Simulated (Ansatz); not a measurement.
# CoSn: pressure series

Consider CoSn (space group P6/mmm, No. 191; a = 5.294 Å, c = 4.235 Å; non-magnetic).

Cell and atoms are relaxed at each pressure.

Method: PBE (Ansatz, an electronic-structure program), no SOC.

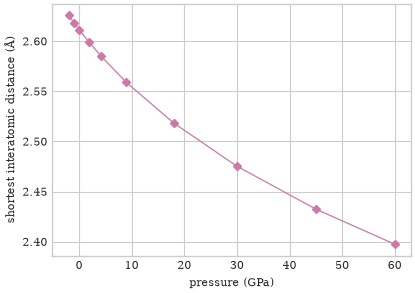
Figure. Shortest interatomic distance against pressure

```csv
pressure (GPa),shortest interatomic distance
-2,2.626 Å
-1,2.618 Å
1.8,2.600 Å
4.2,2.585 Å
9,2.559 Å
18,2.518 Å
30,2.475 Å
45,2.432 Å
60,2.397 Å
```

Load acts through the strain it causes; cell and atoms are relaxed under it. No phonon test of stability was made. No other phases were tried under pressure. Starting moments died away, wholly or in part, for the base; another magnetic solution may exist. The final runs are not spin-polarised.
